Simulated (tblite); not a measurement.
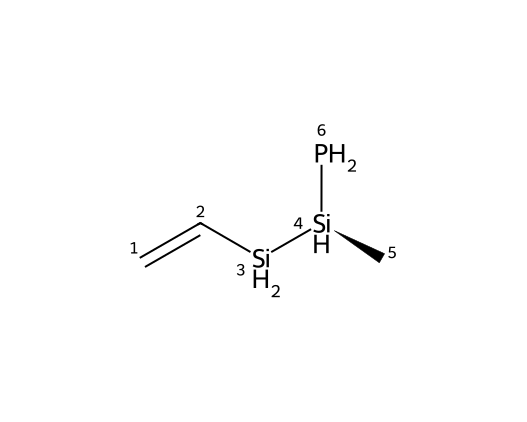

Skeletal drawing with numbered atoms; wedges and dashes mark any stereocentres. The configuration is that of a computed structure (GFN2-xTB).

What are the Cahn–Ingold–Prelog descriptors?

Answer. Si4: S.
